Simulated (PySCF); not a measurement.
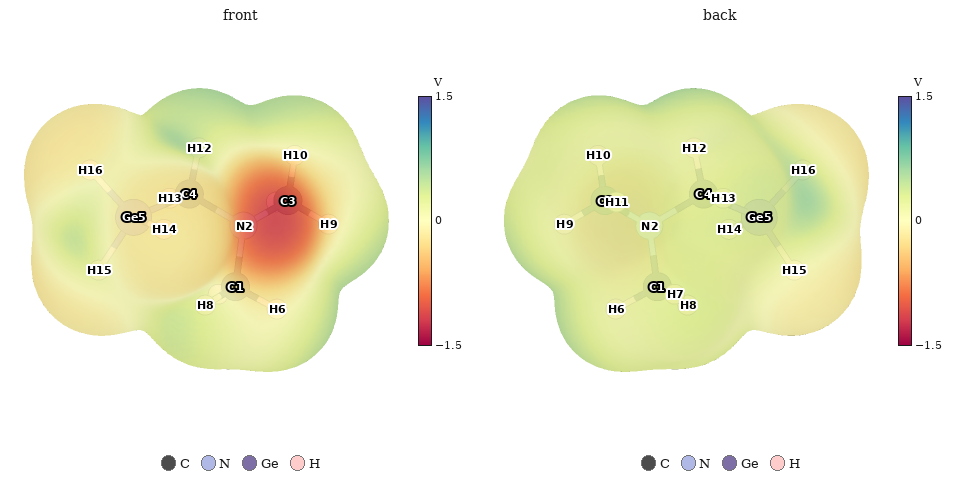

Figure 1: C₃H₁₁GeN (SMILES CN(C)[CH2][GeH3]). The electrostatic potential painted on the density surface at 0.001 e/bohr³, seen from the front and from behind; red is negative and blue positive.

Geometry: GFN2-xTB.

Computed with B3LYP/def2-SVPD, SCF density, gas phase (PySCF).

```xyz
16

C    -0.5584    1.2932   -0.4592
N    -0.6972   -0.0413    0.0774
C    -1.7201   -0.7845   -0.6299
C     0.5669   -0.7459    0.0713
Ge    1.8647    0.0602    1.3288
H    -1.5251    1.7941   -0.4310
H    -0.1876    1.2959   -1.4969
H     0.1410    1.8550    0.1627
H    -2.6648   -0.2462   -0.5609
H    -1.8436   -1.7608   -0.1625
H    -1.4765   -0.9332   -1.6943
H     0.3839   -1.7706    0.4060
H     0.9982   -0.8149   -0.9435
H     1.1874    0.5419    2.5656
H     2.6251    1.2129    0.7464
H     2.8985   -0.9469    1.7268
```

Describe the electrostatic potential map.

Answer. The most negative region (about −1.1 V, or −25 kcal/mol for a unit charge) lies over N2, the most positive (about +0.6 V, or +14 kcal/mol for a unit charge) over Ge5 and H12. N2 is the likeliest acceptor of a hydrogen bond.

How polar is the molecule by this calculation?

Answer. Its dipole moment is 1.14 D.
